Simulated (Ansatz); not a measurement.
## CaCu2S2 (P-3m1): how ε∞ follows the gap

The empty bands of CaCu2S2 (P-3m1) are shifted up rigidly by Δ, and ε∞ along x is computed for each shift. x, y and z are the Cartesian axes of the input cell.

It takes space group P-3m1 (No. 164, trigonal). Conventional cell: a = 3.940 Å, b = 3.940 Å, c = 6.523 Å, α = 90.00°, β = 90.00°, γ = 120.00°. Cu on site d is surrounded by 4 S at 2.41 Å. Ca on site a is surrounded by 6 S at 2.81 Å. Around S on site d lie 4 Cu at 2.41 Å.

Method: Ansatz 0.2.0, PBE, independent particles, k-mesh 9×9×4 with interpolation inside its cells, Gaussian parameter 0.1 eV.

Launch of the response step: `ansatz run input.yaml --threads 4 --pin off --max-ram 8192MiB --backend cpu --events-out ev --progress --plain --runs-dir out`. The series took 10.8 min in all, on 4 threads of Intel(R) Xeon(R) Processor @ 2.50GHz (Skylake/Cascade Lake), on a shared host.

```tsv
Δ (eV)	ε∞ along x
0.00	8.671
0.40	8.016
0.80	7.486
1.20	7.045
1.60	?
2.00	6.342
```

With one effective transition at E₀ and fixed dipole strength, ε∞ − 1 = A/(E₀ + Δ), so 1/(ε∞ − 1) is linear in Δ.

Working, on the rows shown:

| x = Δ (eV) | y = 1/(ε∞ − 1) |
| --- | --- |
| 0 | 0.130361 |
| 0.4 | 0.142531 |
| 0.8 | 0.154178 |
| 1.2 | 0.165426 |
| 2 | 0.187196 |

Means: x̄ = 0.88, ȳ = 0.15594. Σ(x − x̄)(y − ȳ) = 0.06713, Σ(x − x̄)² = 2.368. Slope = 0.06713 / 2.368 = 0.02835; intercept = ȳ − slope · x̄ = 0.13099. Turned back into ε∞ along x, the line misses the rows shown by at most 0.037.

Q: What does the fit predict for the withheld row, and how well does it do?

A: At x = 1.6 the line gives y = 0.17635, that is 6.671. The run gave 6.668, so the interpolation is off by 0.0026, 0.1 % of the range in the table.

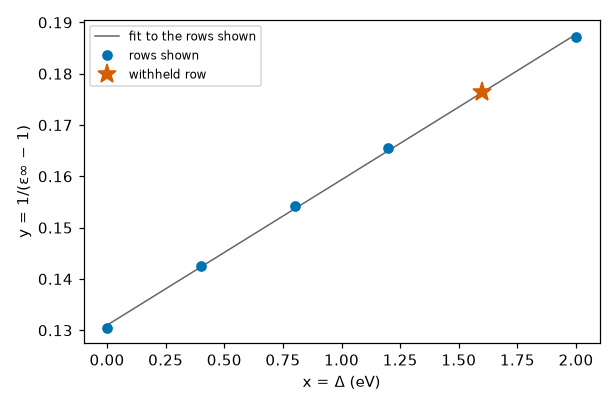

Refitted with all rows, the slope is 0.02837 and the intercept 0.13099. These give E₀ = intercept/slope = 4.6 eV, far above the least direct gap of 1.08 eV: most of the screening comes from transitions well over the edge. Over the first step ε∞ falls by 19 % per eV. Excitons are left out and so are local fields; PBE gaps are as a rule too small.

[Logs are printed without paths, hosts, clocks, repeated set-up lines and the standing remarks that a program may print on its own settings, such as how far it seeks lower states.]
